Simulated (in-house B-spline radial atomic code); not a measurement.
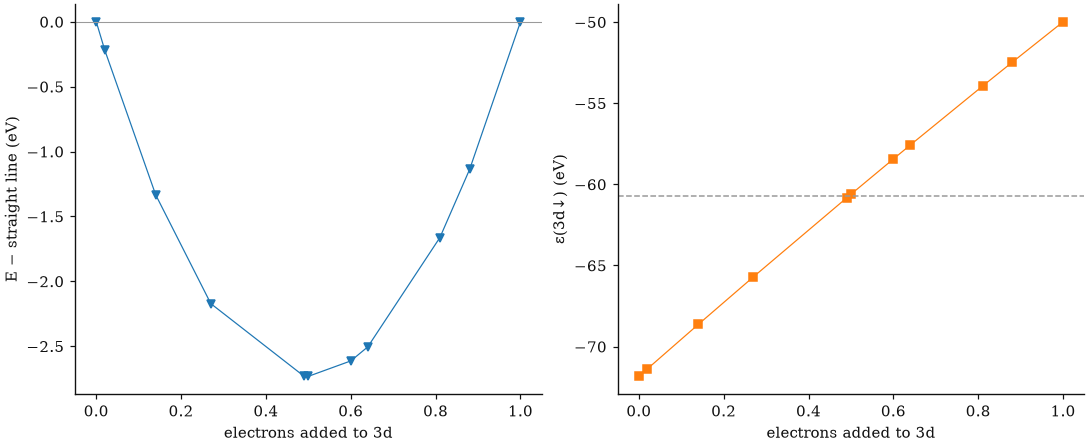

Method: scalar-relativistic (spin-free one-electron X2C) RPBE, spin-polarised, spherical fractional occupations, Fermi nucleus, basis-set limit; computed with an in-house B-spline radial code. The occupation of the 3d shell is varied from Zn⁴⁺ ([Ar] 3d8 (high spin)) to Zn³⁺ ([Ar] 3d9 (high spin)), with spherical fractional occupations. The plot shows the total energy less the straight line between the end points, and the eigenvalue of 3d↓ (the dashed line is minus the energy to take the whole electron out).

### Is the energy convex or concave in the occupation, and by how much?

The curve is convex (below the straight line), with the largest deviation among the points computed, −2.73 eV, at 0.5. The end points differ by 60.7 eV, the energy to take the electron out. The eigenvalue, which is the slope of the energy (Janak's theorem), moves from −71.8 eV at 0 to −50.0 eV at 1; for a straight line it would stay constant, and a parabola would sag by an eighth of this change, scaled to a whole electron, 2.73 eV. Convexity is the mark of the delocalisation error, which puts fractional charges too low; for p, d and f shells the spherical spreading of the fraction adds to it.
